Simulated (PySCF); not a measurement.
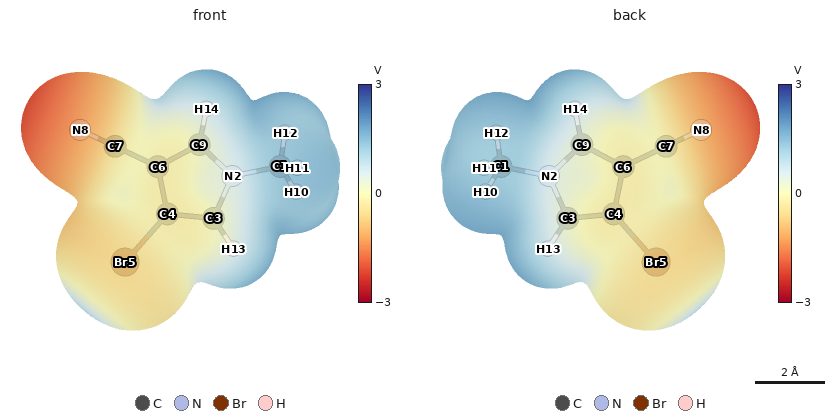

C$_{6}$H$_{5}$BrN$_{2}$ (SMILES Cn1cc(Br)c(C#N)c1). The molecular electrostatic potential painted on the density surface at 0.002 e/bohr³, seen from the front and from behind; red is negative and blue positive.

Geometry: GFN2-xTB.

The calculation used wB97X-D/def2-SVPD, SCF density, gas phase in PySCF 2.14.0.

```xyz
14

C    -2.1915   -0.1178    0.1588
N    -0.7704    0.0400    0.0193
C    -0.1335    1.2194   -0.2125
C     1.2152    0.9823   -0.2435
Br    2.5546    2.2717   -0.5431
C     1.4083   -0.4067   -0.0159
C     2.6287   -1.0936    0.0317
N     3.6292   -1.6526    0.0699
C     0.1441   -0.9443    0.1438
H    -2.7070    0.5886   -0.4906
H    -2.5028    0.0651    1.1907
H    -2.4785   -1.1311   -0.1189
H    -0.6638    2.1408   -0.3437
H    -0.1333   -1.9623    0.3319
```

Question: Describe the electrostatic potential map.

Answer: The most negative region (about −2.1 V, or −48 kcal/mol for a unit charge) lies over N8, the most positive (about +1.7 V, or +39 kcal/mol for a unit charge) over H10, H12 and H14. Br5 shows a σ-hole: about +0.9 V, or +21 kcal/mol for a unit charge at the tip opposite its bond, against about −0.5 V, or −12 kcal/mol for a unit charge on its flanks. N8 is the likeliest acceptor of a hydrogen bond.

Question: What dipole moment does the calculation give?

Answer: Its dipole moment is 7.60 D.
